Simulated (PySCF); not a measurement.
**C5H10BFS: density, localisation and related maps**

The calculation's input:

```
{"job": {"kind": "uv", "xc": "CAM-B3LYP", "basis": "def2-SVPD", "nstates": 8, "ntriplets": 3}, "charge": 0, "multiplicity": 1}
C      2.971599     0.184697    -0.471025
S      1.577128    -0.987203    -0.421138
C      0.958342    -0.709674     1.283293
B      0.055702     0.159163     0.345127
C     -1.355652    -0.410651    -0.080788
C     -2.110910     0.169949    -1.260923
C     -2.602781     0.401401     0.122093
F     -2.498022     1.661942     0.643195
H      2.640595     1.163000    -0.139795
H      3.768273    -0.189011     0.166152
H      3.313689     0.232344    -1.500044
H      0.594036    -1.650463     1.679732
H      1.747849    -0.304650     1.904181
H      0.304662     1.291103     0.161727
H     -1.516060    -1.474532     0.072070
H     -2.677020    -0.486451    -1.904357
H     -1.663104     1.011354    -1.766476
H     -3.517086    -0.056002     0.482006
```

Launched as:

```sh
OMP_NUM_THREADS=1 python probes_run.py task.json out
```

Geometry: GFN2-xTB.

The calculation used CAM-B3LYP/def2-SVPD, SCF density, gas phase in PySCF.

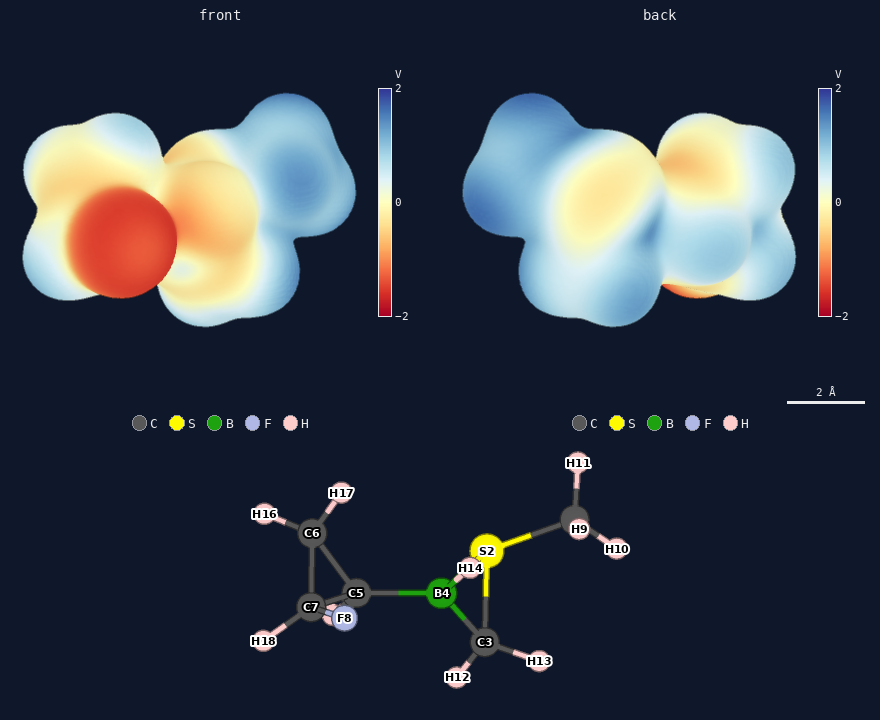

Figure 1. The molecular electrostatic potential painted on the density surface at 0.004 e/bohr³, seen from the front and from behind; red is negative and blue positive. The bare structure is drawn below in the same view.

Question: Which sites attract a positive test charge, and which a negative one?

Answer: A positive charge is drawn to the negative regions and a negative charge to the positive ones. The most negative region (about −1.5 V) lies over F8, the most positive (about +1.6 V) over H10 and H11.

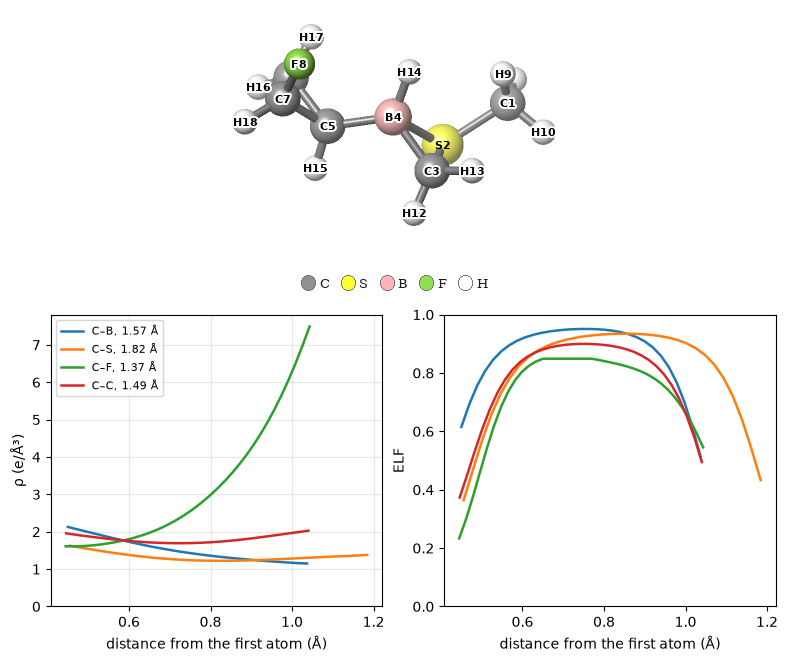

Figure 2. Total electron density and ELF along straight lines between neighbouring atoms. The curves leave out the atomic cores. The structure is drawn too.

Question: Compare the contacts.

Answer: C–B (1.57 Å): the density is about 1.4 e/Å³ at the midpoint; the ELF peaks at about 0.95 between the atoms (a shared electron pair).
C–S (1.82 Å): ρ at the midpoint is about 1.2 e/Å³; the ELF peaks at about 0.95 between the atoms: localised, covalent bonding.
C–F (1.37 Å): ρ at the midpoint is about 2.1 e/Å³, with its minimum of 1.6 e/Å³ about 0.5 Å from C; the ELF peaks at about 0.85 between the atoms; a polar covalent bond.
C–C (1.49 Å): the density is about 1.7 e/Å³ at the midpoint; the ELF peaks at about 0.90 between the atoms; localised, covalent bonding.
